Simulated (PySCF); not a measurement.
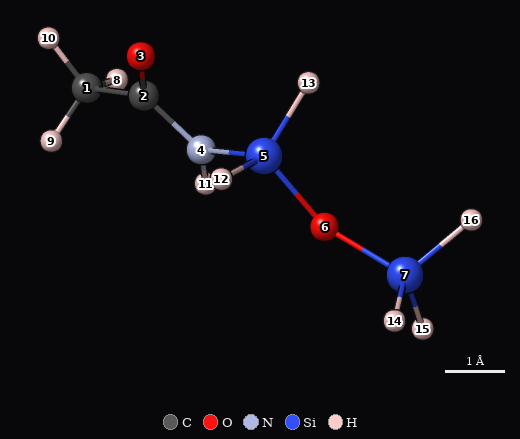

**Figure 1.** The structure (ball-and-stick view, seen at a tilt; atoms are numbered from 1 in the order of the input).

## C₂H₉NO₂Si₂: NMR shielding calculation

System: C₂H₉NO₂Si₂, SMILES CC(=O)N[SiH2]O[SiH3].
Method: GIAO HF/pcSseg-1 NMR shielding, non-relativistic, gas phase (PySCF 2.14.0).

The geometry comes from this level: PBE0-D3(BJ)/def2-SVP. It belongs to a series of runs on one base structure; here: H on Si replaced by NHCOCH3. Figures and captions count atoms from 1; the log counts them from 0 in places.

### Input
```
{"job": {"kind": "nmr", "xc": "HF", "basis": "pcSseg-1", "pop": false}, "charge": 0, "multiplicity": 1}
C      2.802423     0.587090     1.515352
C      1.758846    -0.309121     0.901903
O      1.834242    -1.527374     0.905892
N      0.673080     0.277209     0.323047
Si    -0.512652    -0.852508    -0.336413
O     -1.688322     0.163540    -0.922903
Si    -3.085836     0.286030    -1.802338
H      3.141033     1.347652     0.795682
H      2.383019     1.113124     2.387053
H      3.653760    -0.023061     1.837369
H      0.570576     1.284873     0.301387
H     -1.086795    -1.717256     0.726625
H      0.058050    -1.649414    -1.454139
H     -4.211255    -0.395310    -1.094133
H     -3.409215     1.731597    -1.966788
H     -2.913506    -0.340497    -3.148363
```

The first line tells a small driver script what to run in PySCF; the rest is the geometry in Å.

Machine: 1 CPU thread, shared host.

Launched with:
```bash
OMP_NUM_THREADS=1 python <driver script> task.json out
```

### Log
```
final grid: 128024 points
cycle   1  E = -862.8783386692  dE =  9.326e-01  |g| = 9.272e-01  |ddm| = 3.468e+00
cycle   2  E = -862.9956646772  dE = -1.173e-01  |g| = 6.877e-01  |ddm| = 1.102e+00
cycle   3  E = -863.0784418422  dE = -8.278e-02  |g| = 8.293e-02  |ddm| = 4.833e-01
cycle   4  E = -863.0809173414  dE = -2.475e-03  |g| = 3.242e-02  |ddm| = 1.123e-01
cycle   5  E = -863.0811918716  dE = -2.745e-04  |g| = 8.933e-03  |ddm| = 3.835e-02
cycle   6  E = -863.0812400526  dE = -4.818e-05  |g| = 4.244e-03  |ddm| = 1.658e-02
cycle   7  E = -863.0812524698  dE = -1.242e-05  |g| = 1.666e-03  |ddm| = 1.033e-02
cycle   8  E = -863.0812542862  dE = -1.816e-06  |g| = 5.932e-04  |ddm| = 3.822e-03
cycle   9  E = -863.0812544648  dE = -1.785e-07  |g| = 1.457e-04  |ddm| = 1.109e-03
cycle  10  E = -863.0812544773  dE = -1.254e-08  |g| = 4.273e-05  |ddm| = 2.634e-04
cycle  11  E = -863.0812544782  dE = -8.874e-10  |g| = 1.355e-05  |ddm| = 6.225e-05
converged SCF energy = -863.0812544782

GIAO shielding tensors (ppm)
atom      isotropic    diamagn.    paramagn.     s11        s22        s33       span
  0 C      167.465     245.440     -77.975    145.672    160.300    196.423     50.751
  1 C        5.417     245.063    -239.646    -87.707     -6.485    110.442    198.149
  2 O      -98.323     403.435    -501.757   -370.370   -234.489    309.891    680.261
  3 N      156.064     333.735    -177.671     53.401    157.455    257.335    203.935
  4 Si     433.453     876.949    -443.495    412.859    442.667    444.834     31.975
  5 O      329.832     404.844     -75.012    298.767    334.174    356.555     57.788
  6 Si     438.856     874.068    -435.212    406.827    412.801    496.940     90.114
  7 H       29.803      27.848       1.955     26.012     28.942     34.456      8.444
  8 H       29.625      27.476       2.149     26.103     28.313     34.459      8.356
  9 H       29.625      25.961       3.664     25.312     27.928     35.635     10.323
 10 H       27.523      36.862      -9.339     22.047     28.424     32.097     10.051
 11 H       27.023      31.110      -4.086     23.274     26.179     31.617      8.344
 12 H       27.014      31.131      -4.117     23.278     26.214     31.549      8.271
 13 H       27.155      27.880      -0.725     23.938     25.472     32.054      8.116
 14 H       27.241      28.402      -1.161     23.855     25.638     32.230      8.376
 15 H       27.147      27.983      -0.837     23.952     25.555     31.933      7.980
```

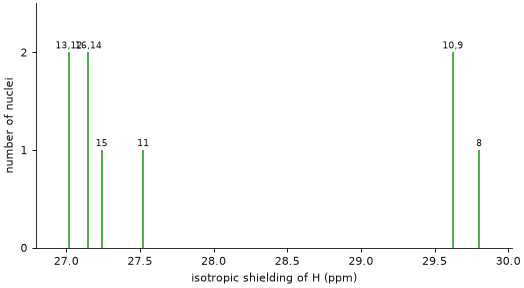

**Figure 2.** Isotropic shieldings of the hydrogen nuclei in this fixed geometry, labelled by atom number; shielding grows to the right, so chemical shift grows to the left. The least shielded is H13 (27.0 ppm), the most shielded H8 (29.8 ppm).

### Key numbers

```tsv
quantity	value
outcome	converged
total energy	−863.081254 hartree
HOMO	−11.28 eV
LUMO	3.55 eV
dipole moment	3.50 D
isotropic shielding, C	5.4 to 167.5 ppm
isotropic shielding, O	−98.3 to 329.8 ppm
isotropic shielding, N	156.1 ppm
isotropic shielding, Si	433.5 to 438.9 ppm
isotropic shielding, H	27.0 to 29.8 ppm
wall time	27 s
peak memory	0.78 GiB
```
